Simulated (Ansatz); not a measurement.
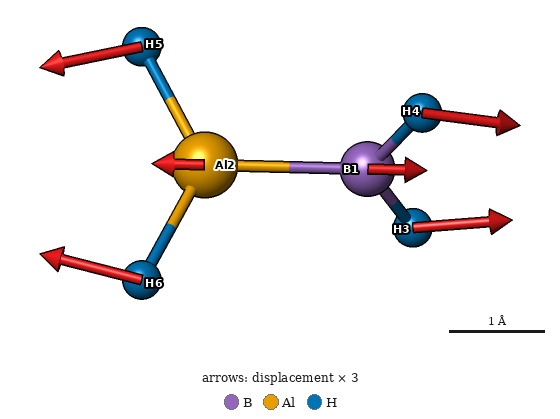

A relaxation of AlBH4. The starting structure is drawn; red arrows show the displacements, 3 times their true length. The two geometries are superimposed by the best rigid fit.

Style: ball-and-stick. Shown at a tilt.

It is one of the separated reactants of a reaction.

Level of theory: RKS PBE-D4/def2-SVP in Ansatz. (force threshold 0.03 eV/Å; at most 250 steps)

**Which element moves most?**

Hydrogen: up to 0.38 Å, against 0.21 Å for boron.

**What happened in the run?**

The largest moves after the best rigid fit, 0.38 Å, are those of H5 and H6. Largest moves by element: H 0.38 Å, B 0.21 Å, Al 0.19 Å. Among the contacts that change: B1–Al2 1.713 → 2.116 Å, B1–H3 1.210 → 1.222 Å, Al2–H5 1.618 → 1.610 Å. Among the angles between lasting bonds that change: H3–B1–H4 128.3° → 114.0°, H5–Al2–H6 131.5° → 117.4°, Al2–B1–H3 115.9° → 123.0°. The energy falls by 1.661 eV in 4 accepted moves (5 points after the start). Largest force component: 8.6 eV/Å at the start, 0.011 eV/Å at the end. The line search rejected the trial step at point 3 of the run. Cost: 6.5 s on 2 threads of Intel Xeon Platinum 8259CL @ 2.50GHz, with other jobs on the host.
